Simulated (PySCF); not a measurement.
Breaking a bond: C₂, singlet.

- UKS-PBE = PySCF with unrestricted PBE/6-31G
- UHF/6-31G (PySCF)

Magnitude of the dipole moment (D; its direction can reverse along the curve, and a method can change to another solution) and Mulliken charge of the fragment that holds C1:

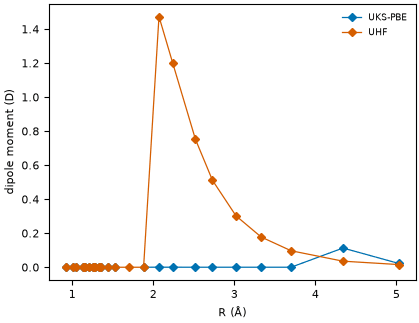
Fig. 1. Dipole moment against bond length.

| R / Å | μ UKS-PBE | q UKS-PBE | μ UHF | q UHF |
|---|---|---|---|---|
| 0.92 | 0.00 | 0.00 | 0.00 | 0.00 |
| 1.01 | 0.00 | 0.00 | 0.00 | 0.00 |
| 1.05 | 0.00 | 0.00 | 0.00 | 0.00 |
| 1.13 | 0.00 | 0.00 | 0.00 | 0.00 |
| 1.16 | 0.00 | 0.00 | 0.00 | 0.00 |
| 1.21 | 0.00 | 0.00 | 0.00 | 0.00 |
| 1.25 | 0.00 | 0.00 | 0.00 | 0.00 |
| 1.28 | 0.00 | 0.00 | 0.00 | 0.00 |
| 1.33 | 0.00 | 0.00 | 0.00 | 0.00 |
| 1.36 | 0.00 | 0.00 | 0.00 | 0.00 |
| 1.44 | 0.00 | 0.00 | 0.00 | 0.00 |
| 1.53 | 0.00 | 0.00 | 0.00 | 0.00 |
| 1.70 | — | — | 0.00 | 0.00 |
| 1.88 | 0.00 | 0.00 | 0.00 | 0.00 |
| 2.07 | 0.00 | 0.00 | 1.47 | -0.10 |
| 2.24 | 0.00 | 0.00 | 1.20 | -0.07 |
| 2.52 | 0.00 | 0.00 | 0.75 | -0.04 |
| 2.73 | 0.00 | 0.00 | 0.51 | -0.02 |
| 3.02 | 0.00 | 0.00 | 0.30 | -0.01 |
| 3.33 | 0.00 | 0.00 | 0.18 | -0.01 |
| 3.70 | 0.00 | 0.00 | 0.10 | 0.00 |
| 4.34 | 0.11 | 0.00 | 0.04 | 0.00 |
| 5.03 | 0.02 | 0.00 | 0.02 | 0.00 |

Dashes: no converged value, or the column stops at the first point that the program doubted or that broke a chosen test of continuity, which isn't proof of a fault.

The unrestricted solution behind UKS-PBE changes between 2.24 and 2.52 Å, which can leave a kink. The unrestricted determinant behind UKS-PBE is spin-contaminated at 0.92 to 5.03 Å (<S²> up to 2.0, against 0.00 for a pure singlet). The unrestricted solution behind UHF changes between 1.70 and 1.88 Å, which can leave a kink. The unrestricted determinant behind UHF is spin-contaminated at 0.92 to 5.03 Å (<S²> up to 2.5, against 0.00 for a pure singlet).
